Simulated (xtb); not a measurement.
# Run report: CoH$_{10}$O$_{6}$ (charge +1), frequency calculation (part 1 of 2)

The run: frequency calculation of CoH$_{10}$O$_{6}$, charge +1, SMILES [OH][Co+]([OH])(<-[OH2])(<-[OH2])(<-[OH2])<-[OH2]. Method and program: GFN1-xTB (xtb 6.7.1).

The geometry was optimised with GFN1-xTB.

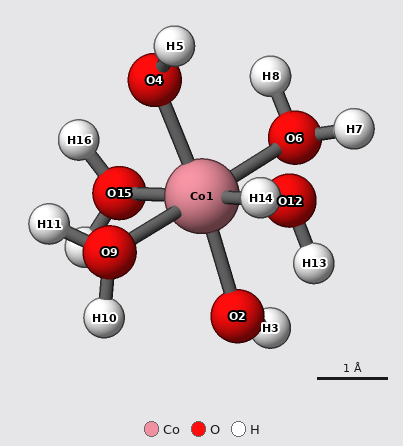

*The structure as given in the input (ball-and-stick view, seen at a tilt; atoms are numbered from 1 in the order of the input). Sticks mark near contacts.*

Bond lengths as drawn: Co–O 1.83 to 1.95 Å and H–O 0.96 to 0.97 Å.

Input file (mol.coord):
```
$coord
      0.117125225204      0.010676952604      0.039174022563  co
     -0.250596581387      0.165728981130      3.483218781955  o
      1.099064714082     -0.513608663412      4.501233142552  h
      0.215202011072     -0.335596462472     -3.415850045612  o
      0.191278078335      1.138956832573     -4.481069764803  h
      3.756133028874     -0.104917594439      0.019445281822  o
      4.553087227412      1.533474955611      0.096281546050  h
      4.183305619345     -0.817287651639     -1.614393028268  h
     -3.560470785930      0.259572780479     -0.035942590890  o
     -4.218700189660     -0.114007177099      1.628150234455  h
     -4.423244145389     -0.745837106867     -1.285316120925  h
      0.273802418197      3.651650071443      0.164897501635  o
      0.097887813256      3.960544703774      1.970738683588  h
     -1.155265169029      4.464496866690     -0.627011128151  h
      0.125685684549     -3.662515996660      0.031652912587  o
     -0.111078101606     -4.275883302191     -1.672653284690  h
     -0.893197950066     -4.615410395002      1.197481650653  h
$end
```

File detailed.inp:
```
$chrg 1
$spin 0
$hess
   sccacc=30
$end
```

Machine: 1 thread of Intel Xeon @ 2.50GHz (Skylake/Cascade Lake), 189 GiB of memory available, shared host.

Command:
```bash
xtb mol.coord --hess --gfn1 --input detailed.inp | tee xtb.out
```

The program's output:
```
* xtb version 6.7.1
   ID    Z sym.   atoms
    1   27 co     1
    2    8 o      2, 4, 6, 9, 12, 15
    3    1 h      3, 5, 7, 8, 10, 11, 13, 14, 16, 17

           -------------------------------------------------
          |                Calculation Setup                |
           -------------------------------------------------

          program call               : xtb mol.coord --hess --gfn1 --input detailed.inp
          coordinate file            : mol.coord
          omp threads                :                     1

molecular fragmentation (1/2 indicates fragments):
11111111111111222
# atoms in fragment 1/2:    14     3
 fragment masses (1/2) :      146.99       18.02
CMA distance (Bohr)    :   4.212
constraining FC (au)   :  0.0500
########################################################################
[WARNING] Please study the warnings concerning your input carefully
-1- prog_main_parseArguments: The use of '--gfn1' is discouraged, please use '--gfn 1' next time
########################################################################

           -------------------------------------------------
          |                 G F N 1 - x T B                 |
           -------------------------------------------------

      * Hamiltonian:
        H0-scaling (s, p, d)           1.850000    2.250000    2.000000
        zeta-weighting                 0.000000
      * Dispersion:
        s8                             2.400000
        a1                             0.630000
        a2                             5.000000
        s9                             0.000000
      * Repulsion:
        kExp                           1.500000
        rExp                           1.000000
      * Coulomb:
        alpha                          2.000000
        third order                    atomic
        anisotropic                    false
      * Halogen bond correction:
        rad-scale                      1.300000
        damping                        0.440000

          ...................................................
          :                      SETUP                      :
          :.................................................:
          :  # basis functions                  54          :
          :  # atomic orbitals                  53          :
          :  # shells                           35          :
          :  # electrons                        54          :
          :  # halogen bonds                     0          :
          :  max. iterations                   250          :
          :  Hamiltonian                  GFN1-xTB          :
          :  restarted?                      false          :
          :  GBSA solvation                  false          :
          :  PC potential                    false          :
          :  electronic temp.          300.0000000     K    :
          :  accuracy                    1.0000000          :
          :  -> integral cutoff          0.2500000E+02      :
          :  -> integral neglect         0.1000000E-07      :
          :  -> SCF convergence          0.1000000E-05 Eh   :
          :  -> wf. convergence          0.2000000E-04 e    :
          :  Broyden damping             0.4000000          :
          :  net charge                          1          :
          :  unpaired electrons                  0          :
          ...................................................

 iter      E             dE          RMSdq      gap      omega  full diag
   1    -36.7549093 -0.367549E+02  0.692E+00    1.91       0.0  T
   2    -36.8158665 -0.609573E-01  0.414E+00    1.50       1.0  T
   3    -36.8077015  0.816501E-02  0.120E+00    1.51       1.0  T
   4    -36.8240667 -0.163651E-01  0.254E-01    1.32       1.0  T
   5    -36.8248112 -0.744527E-03  0.464E-02    1.43       1.0  T
   6    -36.8248183 -0.709886E-05  0.272E-02    1.40       1.0  T
   7    -36.8248324 -0.140806E-04  0.368E-03    1.42       6.6  T
   8    -36.8248327 -0.298740E-06  0.804E-04    1.42      30.2  T
   9    -36.8248327 -0.126581E-07  0.261E-04    1.42      92.8  T
  10    -36.8248327 -0.111220E-08  0.113E-04    1.42     214.6  T
  11    -36.8248327 -0.201076E-09  0.115E-05    1.42    2116.1  T

   *** convergence criteria satisfied after 11 iterations ***

         #    Occupation            Energy/Eh            Energy/eV
      -------------------------------------------------------------
         1        2.0000           -0.9863802             -26.8408
       ...           ...                  ...                  ...
        21        2.0000           -0.6507910             -17.7089
        22        2.0000           -0.6307248             -17.1629
        23        2.0000           -0.6223762             -16.9357
        24        2.0000           -0.6203574             -16.8808
        25        2.0000           -0.5944404             -16.1755
        26        2.0000           -0.5821427             -15.8409
        27        2.0000           -0.5727680             -15.5858 (HOMO)
        28                         -0.5206511             -14.1676 (LUMO)
        29                         -0.4731334             -12.8746
        30                         -0.3429969              -9.3334
        31                         -0.3247547              -8.8370
        32                         -0.3162702              -8.6062
       ...                                ...                  ...
        53                          1.1941715              32.4951
      -------------------------------------------------------------
                  HL-Gap            0.0521170 Eh            1.4182 eV
             Fermi-level           -0.5467095 Eh          -14.8767 eV

 SCC (total)                   0 d,  0 h,  0 min,  0.046 sec
 SCC setup                      ...        0 min,  0.000 sec (  0.552%)
 Dispersion                     ...        0 min,  0.000 sec (  0.326%)
 classical contributions        ...        0 min,  0.000 sec (  0.124%)
 integral evaluation            ...        0 min,  0.011 sec ( 23.100%)
 iterations                     ...        0 min,  0.012 sec ( 26.493%)
 molecular gradient             ...        0 min,  0.022 sec ( 48.431%)
 printout                       ...        0 min,  0.000 sec (  0.904%)

         :::::::::::::::::::::::::::::::::::::::::::::::::::::
         ::                     SUMMARY                     ::
         :::::::::::::::::::::::::::::::::::::::::::::::::::::
         :: total energy             -36.648024120872 Eh    ::
         :: gradient norm              0.000130020557 Eh/a0 ::
         :: HOMO-LUMO gap              1.418175457568 eV    ::
         ::.................................................::
         :: SCC energy               -36.824832682673 Eh    ::
         :: -> electrostatic           0.356852948697 Eh    ::
         :: repulsion energy           0.182916195202 Eh    ::
         :: dispersion energy         -0.006107633400 Eh    ::
         :: halogen bond corr.         0.000000000000 Eh    ::
         :: add. restraining           0.000000000000 Eh    ::
         :: total charge               1.000000000000 e     ::
         :::::::::::::::::::::::::::::::::::::::::::::::::::::

           -------------------------------------------------
          |                Numerical Hessian                |
           -------------------------------------------------
step length          :   0.00500
SCC accuracy         :  30.00000
Hessian scale factor :   1.00000
frozen atoms in %    :   0.00000    0
RMS gradient         :   0.00013
estimated CPU  time      0.06 min

writing file <hessian>.

 projected vibrational frequencies (cm⁻¹)
eigval :       -0.00    -0.00    -0.00    -0.00    -0.00     0.00
eigval :      100.54   136.79   154.58   170.22   181.31   194.53
eigval :      196.95   210.80   229.86   241.19   254.91   268.34
eigval :      290.26   301.73   319.58   344.56   350.85   353.63
eigval :      388.32   451.57   522.30   565.07   569.09   589.21
eigval :      610.47   623.81   630.32   679.26   723.97   789.82
eigval :      825.36  1347.59  1357.38  1403.52  1410.80  3456.21
eigval :     3513.62  3529.69  3542.88  3608.96  3626.08  3637.87
eigval :     3646.50  3653.39  3664.86
           -------------------------------------------------
          |                Property Printout                |
           -------------------------------------------------

    * Orbital Energies and Occupations

         #    Occupation            Energy/Eh            Energy/eV
      -------------------------------------------------------------
         1        2.0000           -0.9863803             -26.8408
       ...           ...                  ...                  ...
        15        2.0000           -0.7450490             -20.2738
        16        2.0000           -0.7356964             -20.0193
        17        2.0000           -0.7300994             -19.8670
        18        2.0000           -0.7217955             -19.6411
        19        2.0000           -0.6999603             -19.0469
        20        2.0000           -0.6926857             -18.8489
        21        2.0000           -0.6507906             -17.7089
        22        2.0000           -0.6307245             -17.1629
        23        2.0000           -0.6223758             -16.9357
        24        2.0000           -0.6203570             -16.8808
        25        2.0000           -0.5944404             -16.1755
        26        2.0000           -0.5821425             -15.8409
        27        2.0000           -0.5727678             -15.5858 (HOMO)
        28                         -0.5206510             -14.1676 (LUMO)
        29                         -0.4731332             -12.8746
        30                         -0.3429970              -9.3334
        31                         -0.3247548              -8.8370
        32                         -0.3162703              -8.6062
        33                         -0.3034323              -8.2568
        34                         -0.2459841              -6.6936
        35                         -0.2257422              -6.1428
        36                         -0.2195534              -5.9744
        37                         -0.2109287              -5.7397
        38                         -0.2046192              -5.5680
       ...                                ...                  ...
        53                          1.1941716              32.4951
      -------------------------------------------------------------
                  HL-Gap            0.0521168 Eh            1.4182 eV
             Fermi-level           -0.5467094 Eh          -14.8767 eV

  Mulliken/CM5 charges         n(s)   n(p)   n(d)
     1co    0.64511  1.03356   0.204  1.017  7.133
     2o    -0.70397 -0.96477   1.706  4.998  0.000
     3h     0.35770  0.52786   0.642  0.000  0.000
     4o    -0.70962 -0.96931   1.701  5.009  0.000
     5h     0.34939  0.51968   0.651  0.000  0.000
     6o    -0.53759 -0.93235   1.695  4.843  0.000
     7h     0.40548  0.57624   0.595  0.000  0.000
     8h     0.40922  0.58146   0.591  0.000  0.000
     9o    -0.55911 -0.95406   1.692  4.868  0.000
    10h     0.41087  0.58306   0.589  0.000  0.000
    11h     0.40349  0.57372   0.597  0.000  0.000
    12o    -0.55376 -0.94858   1.703  4.851  0.000
    13h     0.41155  0.58447   0.588  0.000  0.000
    14h     0.40645  0.57674   0.594  0.000  0.000
    15o    -0.55043 -0.94603   1.683  4.867  0.000
    16h     0.41224  0.58523   0.588  0.000  0.000
    17h     0.40299  0.57310   0.597  0.000  0.000

Wiberg/Mayer (AO) data.
largest (>0.10) Wiberg bond orders for each atom
```
